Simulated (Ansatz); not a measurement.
System: BrH3HfO3···H2O.

| atom | x (Å) | y (Å) | z (Å) |
| --- | --- | --- | --- |
| Hf | 0.5661 | 0.1613 | -0.2722 |
| O | -0.9221 | -0.0906 | 2.6246 |
| H | -1.6448 | 0.5657 | 2.5923 |
| O | 1.6045 | -0.1592 | -1.8545 |
| H | 2.0186 | -0.4321 | -2.6818 |
| O | -1.0558 | 1.1409 | -0.6788 |
| H | -1.7488 | 1.4959 | -1.2507 |
| O | 0.0979 | -1.5785 | 0.4692 |
| H | -0.4556 | -1.5146 | 1.2827 |
| Br | 1.9887 | 1.5429 | 1.5226 |
| H | -0.1265 | 0.4427 | 2.8898 |

Core potentials replace the inner electrons of Hf; not at a stationary point (largest force 0.9 eV/Å).

Method: RKS PBE/def2-SVP (Ansatz 0.2.0).

Q: What will maps of the electron density and electron localisation function show?

A: Hf–O (1.92 Å): ρ is about 0.85 e/Å³ halfway; the ELF peaks at about 0.80 in the valence shell of O, 0.5 Å from its nucleus, and drops to about 0.20 between the two atoms.
Hf–Br (2.67 Å): ρ is about 0.38 e/Å³ halfway; the ELF peaks at about 0.80 in the valence shell of Br, 1.0 Å from its nucleus, and is about 0.45 at the midpoint.
O–H (0.96 Å): ρ at the midpoint is about 3.6 e/Å³; the ELF climbs to about 1 towards the hydrogen, as it does in any bond to H: a covalent bond by its length.

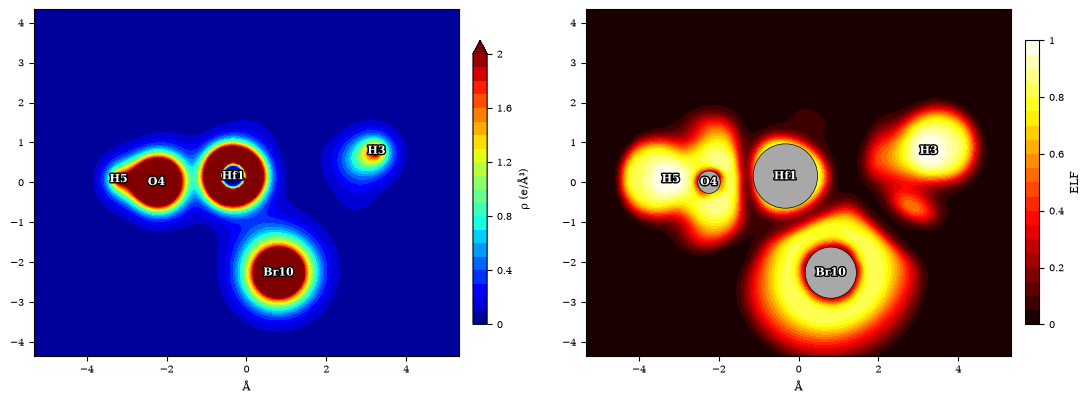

Computed electron density and electron localisation function on the plane of atoms O4, Hf1 and Br10, in this order. Grey discs cover the atomic cores in the ELF map. 
